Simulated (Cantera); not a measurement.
Feed: 1 mol C6H6, 0.26 mol O2, 0.43 mol H2, at 38.0 bar.

Cantera equilibrium calculation (NASA polynomials, part measured and part estimated; ideal gas, pure solids and liquids). Candidate condensed phases: C, C6H6, C7H8, C8H18, H2O; 110 gas species. The ideal-gas law is rough above about 30 bar. Rates play no part.

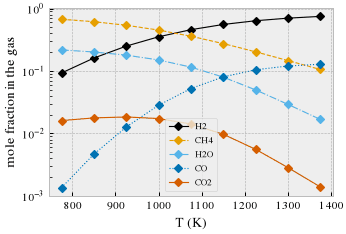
Equilibrium gas composition (values under 1e-9 drawn at 1e-9)

From 775 K to 1375 K the condensed part is C(graphite). The main C-bearing gas is CH4 at 775 K and CO at 1375 K. The share of C in condensed phases is highest at 1375 K (86.2 %) and lowest at 775 K (76.2 %).
